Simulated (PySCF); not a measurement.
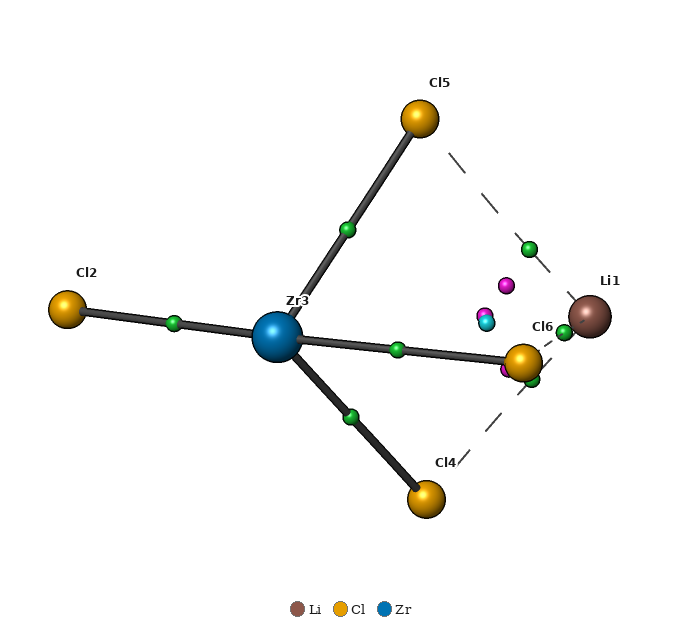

Cl4LiZr, charge +1, SMILES `[Li+].Cl[Zr](Cl)(Cl)Cl`. Molecular graph of the electron density (QTAIM): bond paths, bond critical points (green), ring points (magenta, if any) and cage points (cyan); weak paths are dashed.

Computed with PySCF, TPSS/def2-SVP, geometry: an unrelaxed start of a pair search. Core potentials replace the inner electrons of Zr; spin–orbit coupling isn't included. This is a single-reference result, which may miss multireference character in this system.

Cartesian coordinates (Å):

```
Li1     -1.5958   -0.0247   -1.3269
Cl2      2.4067    0.0191    0.1928
Zr3      0.1854    0.0009    0.6152
Cl4     -0.2062    1.5451   -1.0656
Cl5     -0.1813   -1.5710   -1.0371
Cl6     -2.1739    0.0090    0.6964
```

**How many critical points of each kind are there, and does the count close?**

6 nuclei, 7 bond, 3 ring and 1 cage critical points: 6 − 7 + 3 − 1 = 1, as the Poincaré–Hopf relation requires.

**Tabulate density, Laplacian, ellipticity and energy density at the bond critical points (atomic units).**

```tsv
bond	length (Å)	ρ (a.u.)	∇²ρ (a.u.)	ε	H (a.u.)
Cl2–Zr3	2.261	0.103	+0.30	0.01	−0.030
Zr3–Cl5	2.310	0.096	+0.22	0.02	−0.026
Zr3–Cl4	2.316	0.095	+0.21	0.02	−0.026
Zr3–Cl6	2.361	0.085	+0.24	0.02	−0.020
Li1–Cl6	2.104	0.034	+0.19	0.11	+0.007
Li1–Cl4	2.113	0.033	+0.19	0.12	+0.007
Li1–Cl5	2.116	0.033	+0.19	0.12	+0.007
```

**What kind of interaction is Li1–Cl4?**

Closed-shell (ionic, hydrogen-bonded or van der Waals): ρ = 0.033, ∇²ρ = +0.19, H = +0.007 a.u.

**Are there bond paths between atoms that aren't covalently bonded?**

Yes: Li1–Cl6 (2.10 Å, ρ = 0.034); Li1–Cl4 (2.11 Å, ρ = 0.033); Li1–Cl5 (2.12 Å, ρ = 0.033).

Run time: 18 s on 1 thread of AMD EPYC 7B13 (Zen 3), on a shared host, peak memory 0.47 GiB.
